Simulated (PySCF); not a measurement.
**C2H6Cl4Si2: one change and its effect**

System: C2H6Cl4Si2, SMILES C[Si](Cl)(Cl)[Si](C)(Cl)Cl.
Method of the first run: GIAO PBE0/STO-3G NMR shielding, non-relativistic, gas phase (PySCF 2.14.0).

The geometry comes from this level: PBE0-D3(BJ)/def2-SVP. Text and figures count atoms from 1; the logs count them from 0 in places.

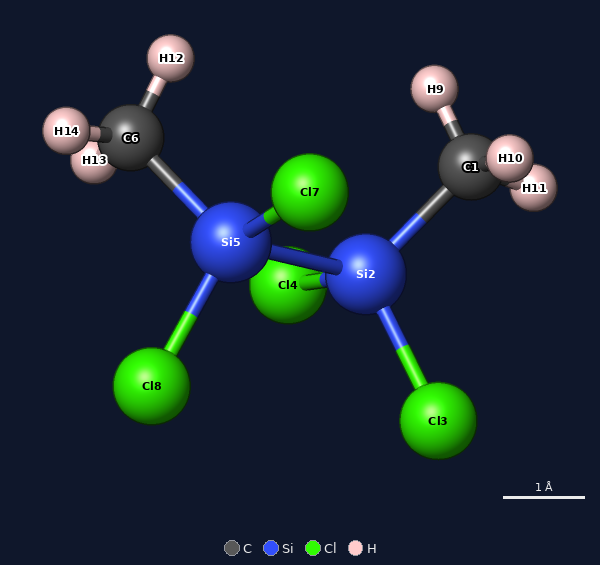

Figure 1. The structure (ball-and-stick view, seen at a tilt; atoms are numbered from 1 in the order of the input). Bond lengths as drawn: Cl–Si 2.06 to 2.08 Å, C–H 1.10 Å, C–Si 1.86 Å and Si–Si 2.33 Å.

The input, the first run:
```
{"job": {"kind": "nmr", "xc": "PBE0", "basis": "STO-3G", "pop": true}, "charge": 0, "multiplicity": 1}
C      0.723631     2.031276     0.946144
Si    -0.130919     1.161139    -0.454873
Cl     0.167178     2.219661    -2.201004
Cl    -2.169148     1.059067    -0.069074
Si     0.582793    -1.036437    -0.784813
C     -0.072311    -2.243614     0.466201
Cl     2.656609    -0.994869    -0.682919
Cl     0.016738    -1.632808    -2.677515
H      0.527562     1.509764     1.895475
H      1.809152     2.041120     0.764041
H      0.365173     3.068187     1.030913
H      0.306381    -1.996313     1.469643
H     -1.172088    -2.200179     0.479233
H      0.242009    -3.267126     0.211868
```

The first line tells a small driver script what to run in PySCF; the rest is the geometry in Å.

Hardware: 1 CPU thread, shared host.

Output (the first run):
```
coarse grid: 15640 points
cycle   1  E = -2471.2957203295  dE = -7.387e-01  |g| = 5.517e-01  |ddm| = 4.436e+00
cycle   2  E = -2471.3140651276  dE = -1.834e-02  |g| = 5.726e-01  |ddm| = 2.339e+00
cycle   3  E = -2471.4486835492  dE = -1.346e-01  |g| = 1.559e-02  |ddm| = 1.135e+00
cycle   4  E = -2471.4487490370  dE = -6.549e-05  |g| = 9.774e-03  |ddm| = 3.907e-02
cycle   5  E = -2471.4487809273  dE = -3.189e-05  |g| = 1.230e-03  |ddm| = 1.736e-02
cycle   6  E = -2471.4487815323  dE = -6.050e-07  |g| = 7.906e-05  |ddm| = 2.602e-03
final grid: 125488 points
cycle   7  E = -2471.3415328204  dE = -3.686e-06  |g| = 3.863e-03  |ddm| = 1.263e-02
cycle   8  E = -2471.3415333378  dE = -5.174e-07  |g| = 3.674e-03  |ddm| = 1.071e-02
cycle   9  E = -2471.3415375784  dE = -4.241e-06  |g| = 2.945e-05  |ddm| = 5.227e-03
cycle  10  E = -2471.3415375788  dE = -4.065e-10  |g| = 1.592e-05  |ddm| = 1.186e-04
converged SCF energy = -2471.3415375788

GIAO shielding tensors (ppm)
atom      isotropic    diamagn.    paramagn.     s11        s22        s33       span
  0 C      231.200     246.248     -15.048    230.065    230.622    232.913      2.848
  1 Si     482.921     869.168    -386.247    434.685    499.188    514.891     80.206
  2 Cl    1138.684    1129.176       9.508   1049.343   1145.136   1221.573    172.230
  3 Cl    1135.235    1130.844       4.391   1054.157   1141.025   1210.522    156.365
  4 Si     482.937     868.922    -385.984    434.658    499.483    514.670     80.011
  5 C      231.184     246.400     -15.215    229.877    230.662    233.014      3.136
  6 Cl    1135.139    1130.035       5.104   1054.012   1140.664   1210.741    156.729
  7 Cl    1138.641    1129.231       9.410   1049.370   1145.556   1220.996    171.627
  8 H       31.825      30.982       0.843     26.180     29.149     40.147     13.967
  9 H       31.544      29.721       1.823     25.353     29.788     39.489     14.136
 10 H       31.374      28.414       2.959     25.167     28.282     40.671     15.504
 11 H       31.818      30.885       0.934     26.186     29.091     40.178     13.993
 12 H       31.546      30.435       1.111     25.262     29.894     39.481     14.219
 13 H       31.370      28.303       3.067     25.156     28.302     40.652     15.496
```

For the second run the input was changed thus:
```diff
-"basis": "STO-3G"
+"basis": "6-311+G(2d,p)"
```

How does the second run compare with the first run?

The total energy of the second run is 17363.2 kcal/mol lower, which measures the change of basis and not a stability. The HOMO goes from −6.51 to −8.05 eV. The LUMO goes from 1.93 to −0.84 eV. The dipole moment goes from 4.33 to 2.93 D. Of all shieldings, the largest change is that of Cl7, by −273.8 ppm. Diffuse functions give room to the loosely bound empty orbitals, which lowers the LUMO. The SCF takes 13 iterations against 10. The basis functions go from 70 to 300.

Output (the second run):
```
coarse grid: 15640 points
cycle   1  E = -2498.8876823530  dE =  5.762e-01  |g| = 6.100e-01  |ddm| = 3.601e+00
cycle   2  E = -2498.8390930172  dE =  4.859e-02  |g| = 7.334e-01  |ddm| = 1.499e+00
cycle   3  E = -2498.9713072484  dE = -1.322e-01  |g| = 1.018e-01  |ddm| = 1.003e+00
cycle   4  E = -2498.9736683210  dE = -2.361e-03  |g| = 4.567e-02  |ddm| = 2.437e-01
cycle   5  E = -2498.9742363565  dE = -5.680e-04  |g| = 8.688e-03  |ddm| = 6.731e-02
cycle   6  E = -2498.9742552117  dE = -1.886e-05  |g| = 1.922e-03  |ddm| = 1.399e-02
cycle   7  E = -2498.9742560381  dE = -8.264e-07  |g| = 4.529e-04  |ddm| = 4.145e-03
final grid: 125488 points
cycle   8  E = -2499.0116056476  dE = -4.991e-05  |g| = 6.714e-03  |ddm| = 4.028e-02
cycle   9  E = -2499.0116025634  dE =  3.084e-06  |g| = 7.601e-03  |ddm| = 1.171e-02
cycle  10  E = -2499.0116165544  dE = -1.399e-05  |g| = 5.763e-04  |ddm| = 6.363e-03
cycle  11  E = -2499.0116166357  dE = -8.132e-08  |g| = 1.276e-04  |ddm| = 1.251e-03
cycle  12  E = -2499.0116166397  dE = -3.990e-09  |g| = 3.684e-05  |ddm| = 3.252e-04
cycle  13  E = -2499.0116166400  dE = -3.083e-10  |g| = 7.605e-06  |ddm| = 7.639e-05
converged SCF energy = -2499.0116166400

GIAO shielding tensors (ppm)
atom      isotropic    diamagn.    paramagn.     s11        s22        s33       span
  0 C      178.776     251.739     -72.963    168.024    177.906    190.397     22.373
  1 Si     311.456     879.966    -568.509    282.538    310.209    341.622     59.084
  2 Cl     866.279    1147.889    -281.609    740.677    880.607    977.555    236.878
  3 Cl     861.717    1149.639    -287.922    725.710    880.880    978.561    252.851
  4 Si     311.503     879.601    -568.098    282.734    310.001    341.775     59.041
  5 C      178.849     252.342     -73.493    167.940    177.965    190.643     22.703
  6 Cl     861.318    1148.606    -287.289    724.434    881.089    978.430    253.996
  7 Cl     866.320    1148.000    -281.679    741.798    879.933    977.230    235.431
  8 H       30.973      31.509      -0.536     27.328     28.733     36.857      9.529
  9 H       30.561      30.730      -0.169     26.309     29.386     35.989      9.680
 10 H       30.506      29.753       0.752     26.708     28.219     36.589      9.881
 11 H       30.976      31.543      -0.568     27.352     28.686     36.889      9.537
 12 H       30.549      31.252      -0.703     26.198     29.464     35.984      9.786
 13 H       30.505      29.783       0.722     26.684     28.254     36.577      9.893
```

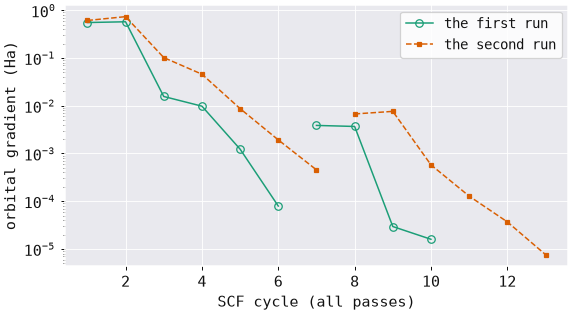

Figure 2. Convergence of the two runs: orbital gradient against the SCF cycle. A break in a curve parts two SCF passes (coarse and final grid). The first run takes 10 cycles in all, and the second run takes 13.

The two runs side by side:

| quantity | the first run | the second run |
| --- | --- | --- |
| outcome | converged | converged |
| total energy (hartree) | −2471.341538 | −2499.011617 |
| HOMO (eV) | −6.51 | −8.05 |
| LUMO (eV) | 1.93 | −0.84 |
| dipole moment (D) | 4.33 | 2.93 |
| shielding of C1 (ppm) | 231.2 | 178.8 |
| shielding of Si2 (ppm) | 482.9 | 311.5 |
| shielding of Cl3 (ppm) | 1138.7 | 866.3 |
| shielding of Cl4 (ppm) | 1135.2 | 861.7 |
| shielding of Si5 (ppm) | 482.9 | 311.5 |
| shielding of Cl7 (ppm) | 1135.1 | 861.3 |
| shielding of Cl8 (ppm) | 1138.6 | 866.3 |
| SCF iterations | 10 | 13 |
| basis functions | 70 | 300 |
| wall time (shared host) | 8.1 s | 72 s |
